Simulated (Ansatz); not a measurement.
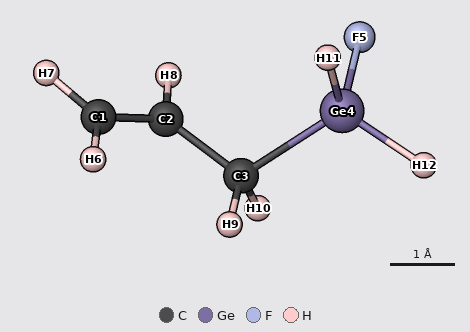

**Figure 1.** The structure as given in the input (ball-and-stick view, seen at a tilt; atoms are numbered from 1 in the order of the input). Sticks mark near contacts.

C$_{3}$H$_{7}$FGe: phonon calculation

The run: phonon calculation of C$_{3}$H$_{7}$FGe, SMILES C=C[CH2][GeH2][F]. Method and program: RKS PBE0-D4/def2-TZVP (Ansatz 0.2.0).

The geometry comes from this level: PBE0-D4/def2-TZVP. Figures and captions count atoms from 1; the log counts them from 0 in places.

## Input
```yaml
crystal:
  periodic: [false, false, false]
  atoms:
    - {symbol: C, position_ang: [-2.027730, -0.114337, 0.459741]}
    - {symbol: C, position_ang: [-1.023386, 0.028982, -0.395688]}
    - {symbol: C, position_ang: [0.258212, -0.723048, -0.342558]}
    - {symbol: Ge, position_ang: [1.742143, 0.437277, 0.183191]}
    - {symbol: F, position_ang: [1.810652, 1.695387, -1.028596]}
    - {symbol: H, position_ang: [-1.987270, -0.836262, 1.269819]}
    - {symbol: H, position_ang: [-2.927031, 0.483884, 0.377614]}
    - {symbol: H, position_ang: [-1.107815, 0.766681, -1.190420]}
    - {symbol: H, position_ang: [0.209457, -1.550457, 0.371319]}
    - {symbol: H, position_ang: [0.522644, -1.135398, -1.320918]}
    - {symbol: H, position_ang: [1.495048, 1.154173, 1.519158]}
    - {symbol: H, position_ang: [3.111976, -0.262183, 0.131340]}
basis:
  gaussian: {orbitals: def2-TZVP}
hamiltonian: {xc: pbe0, dispersion: d4}
phonons: {temperatures: {t_min: 298.15, t_max: 900, t_step: 200}}
```

Launch command:
```bash
ansatz run in.yaml --threads 4 --pin off --events-out ev --progress --plain --max-ram 10444MiB
```

## The program's output
```
Functional definition: PBE0
  name "PBE0"
  cite "Adamo & Barone, J. Chem. Phys. 110, 6158 (1999) doi:10.1063/1.478522"
  cite "Perdew, Burke & Ernzerhof, Phys. Rev. Lett. 77, 3865 (1996) doi:10.1103/PhysRevLett.77.3865"
  parent pbe
  parameter a = 0.25
  parameter kappa = 0.804
  parameter beta = 0.06672455060314922
  exchange = (1 - a)*pbe_x(kappa = kappa, mu = beta*pi^2/3) + a*exact_x
  correlation = pbe_c(beta = beta)
1405 factors; their error is unknown
mean field evaluation 1: about -62439.7003 eV, gradient 6.7e1 eV
mean field evaluation 2: about -62432.3480 eV, gradient 9.1e1 eV
mean field evaluation 4: about -62448.9920 eV, gradient 5.4e0 eV
mean field evaluation 8: about -62449.0458 eV, gradient 8.6e-2 eV
mean field evaluation 16: about -62449.3148 eV, gradient 1.9e-4 eV
mean field -62449.31482883 eV, -2294.9699902934 hartree, gradient 3.0e-5 eV, S^2 0.000000; 0 other end points of the search recorded, 0 dependent functions left out
the calculation of the forces begins
reference -62449.31486039 eV, -2294.9699914534 hartree; 33, 33 occupied and 181, 181 virtual orbitals, 1405 factors
these checks for a lower state are left out or cut short: stability, starts, cluster_reference, orbital_swaps, neighbouring_geometries, increment
1405 factors; their error is unknown
mean field -62449.31458373 eV, -2294.9699812864 hartree, gradient 9.0e-7 eV, S^2 0.000000; 0 other end points of the search recorded, 0 dependent functions left out
[... from here on the field's lines of each further geometry are left out, up to the last ...]
the calculation of the forces begins
reference -62449.31485569 eV, -2294.9699912806 hartree; 33, 33 occupied and 181, 181 virtual orbitals, 1405 factors
these checks for a lower state are left out or cut short: stability, starts, cluster_reference, orbital_swaps, neighbouring_geometries, increment
1405 factors; their error is unknown
mean field -62449.31482185 eV, -2294.9699900370 hartree, gradient 9.1e-7 eV, S^2 0.000000; 0 other end points of the search recorded, 0 dependent functions left out
the calculation of the forces begins
reference -62449.31485341 eV, -2294.9699911969 hartree; 33, 33 occupied and 181, 181 virtual orbitals, 1405 factors
Total energy: -62449.51463255 eV, -2294.9773329447 hartree
Atom 0 at    -2.027730    -0.114337     0.459741 Å, force    -0.000026     0.000228     0.000052 eV/Å
Atom 1 at    -1.023386     0.028982    -0.395688 Å, force     0.002252    -0.000859     0.000407 eV/Å
Atom 2 at     0.258212    -0.723048    -0.342558 Å, force    -0.002202     0.001417    -0.000582 eV/Å
Atom 3 at     1.742143     0.437277     0.183191 Å, force    -0.000943     0.000894    -0.000721 eV/Å
Atom 4 at     1.810652     1.695387    -1.028596 Å, force     0.000230    -0.000529     0.000426 eV/Å
Atom 5 at    -1.987270    -0.836262     1.269819 Å, force     0.000045    -0.000006     0.000081 eV/Å
Atom 6 at    -2.927031     0.483884     0.377614 Å, force     0.000178    -0.000013     0.000234 eV/Å
Atom 7 at    -1.107815     0.766681    -1.190420 Å, force    -0.000263     0.000039    -0.000427 eV/Å
Atom 8 at     0.209457    -1.550457     0.371319 Å, force     0.000090    -0.000655    -0.000249 eV/Å
Atom 9 at     0.522644    -1.135398    -1.320918 Å, force     0.000406    -0.000455     0.000327 eV/Å
Atom 10 at     1.495048     1.154173     1.519158 Å, force     0.000013    -0.000009     0.000351 eV/Å
Atom 11 at     3.111976    -0.262183     0.131340 Å, force     0.000219    -0.000052     0.000100 eV/Å
Dipole moment:    -0.068495    -0.399346     0.233859 e Å
Vibrations: 50.39 89.21 149.25 258.59 391.20 488.03 556.93 645.42 679.23 709.10 771.45 828.57 865.22 941.85 953.88 1030.95 1067.44 1177.97 1218.32 1328.78 1426.03 1458.03 1715.87 2151.61 2170.08 3056.51 3111.76 3150.68 3163.10 3243.14 cm⁻¹, zero-point energy 2.408305 eV
```

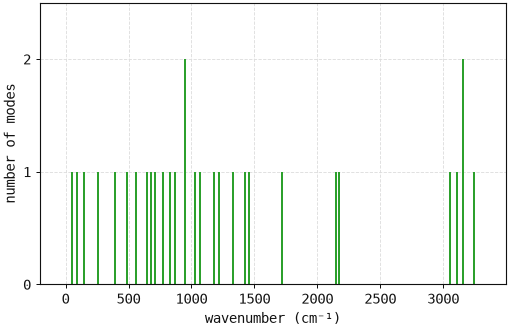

**Figure 2.** Harmonic vibrational wavenumbers from the force constants; neighbouring modes closer than 15 cm⁻¹ are counted in one stick. 30 modes from 50 to 3243 cm⁻¹, none imaginary.

## Key numbers

- outcome: converged
- total energy: −62449.5146 eV
- mean-field energy: −62449.3149 eV
- dispersion energy: −0.1998 eV
- largest force (length of the vector): 0.003 eV/Å
- dipole moment: 2.25 D
- hardware: 4 threads of Arm Neoverse V1, 23 GiB of memory available, shared host
- wall time: 3.7 min (CPU time 14 min)
- peak memory: 0.62 GiB
